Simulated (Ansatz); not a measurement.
Computed with PBE (plane waves to 420 eV, PAW; Ansatz, a first-principles code).

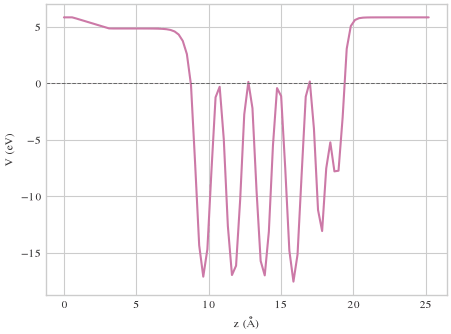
Figure. Planar average of the electrostatic potential across the slab, in eV from the Fermi level, for CO on the 1x1 (111) surface of fcc Cu, one in a 1x1 cell, started at the site 'top Cu'

Slab: 6 atoms, 6.2 Å thick at the start under the adsorbate (thin: gaps and levels are the slab's own); k 12x12x1, smearing 0.1 eV, dipole-corrected; 2 atoms held, the rest relaxed; held to the start's symmetry, so lower structures may exist; no spin, no spin-orbit, no U, no dispersion correction. At the end it is bonded to Cu. In PBE it is, or lies within 0.03 eV of, the lowest of the starts that converged.

The vacuum level lies 5.83 eV above the Fermi level over the top face and 4.84 eV above it under the bottom face.
